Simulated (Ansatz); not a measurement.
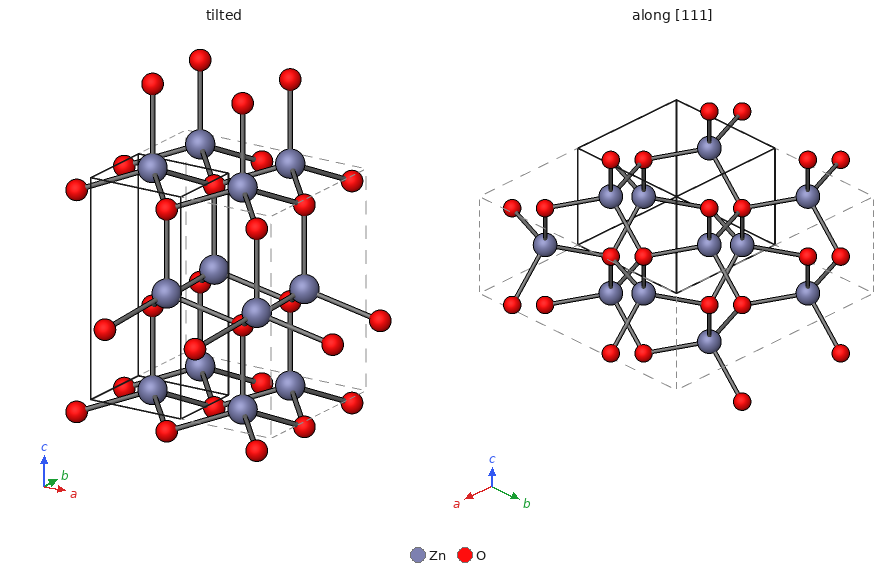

We look at a ball-and-stick model of the crystal slightly off an axis and along [111]. A block of 2×2×1 cells is shown, with one conventional unit cell in solid outline. A few atoms beyond the faces are included. Cell: a = 3.279 Å, b = 3.279 Å, c = 5.293 Å, α = 90.00°, β = 90.00°, γ = 120.00°.

Caption:

The formula is ZnO. Space group: P6_3mc (No. 186). Lattice: primitive hexagonal. This arrangement goes by the name wurtzite. The cell has 4 atoms, namely 2 Zn, 2 O. Each Zn atom is coordinated by four O in a tetrahedral arrangement at about 2.0 Å. About every O there are four Zn in a tetrahedral arrangement at about 2.0 Å. The bonds build a three-dimensional framework.

The structure was taken from a structure listed in the Materials Project. Earlier steps of the study may have refined or changed the cell and positions. It went into a calculation with Ansatz.
